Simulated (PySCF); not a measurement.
Consider C5H12OSSi2.

```tsv
atom	x (Å)	y (Å)	z (Å)
Si	4.0885	0.3138	0.4335
C	2.8248	-1.0527	-0.0183
C	1.5637	-0.4513	-0.5069
C	0.4106	-0.4449	0.1538
Si	-1.1200	0.4039	-0.4790
O	-2.3759	-0.6061	-0.7448
C	-3.5383	-0.4479	0.0164
C	-3.6859	0.9906	0.4883
S	-2.0644	1.5758	1.0693
H	3.5132	1.1811	1.4583
H	5.3018	-0.3384	0.9305
H	4.4034	1.0822	-0.7720
H	2.6330	-1.6797	0.8527
H	3.2614	-1.6828	-0.7948
H	1.6258	0.0401	-1.4692
H	0.3739	-0.9383	1.1190
H	-0.9538	1.2161	-1.6790
H	-4.3920	-0.7341	-0.6063
H	-3.4874	-1.1210	0.8802
H	-3.9972	1.6375	-0.3318
H	-4.3942	1.0729	1.3092
```

Geometry: GFN2-xTB.

These are results of PBE0/pcSseg-1, SCF density, gas phase, non-relativistic in PySCF, not measurements.

Q: What will maps of the electron density and electron localisation function show?

A: C–C (1.33 Å): the density is about 2.3 e/Å³ at the midpoint; the ELF peaks at about 0.90 between the atoms; a multiple bond.
C–Si (1.86 Å): the density is about 0.98 e/Å³ at the midpoint; the ELF peaks at about 0.95 between the atoms, as expected for a shared electron pair.

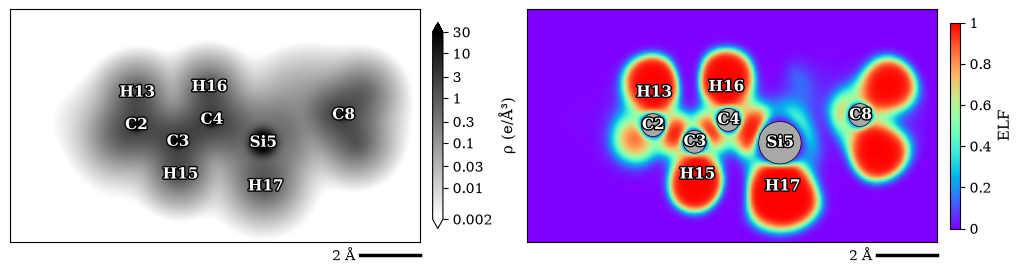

Computed electron density and electron localisation function on the plane of atoms Si5, C4 and H16, in this order. Grey discs cover the atomic cores in the ELF map. 
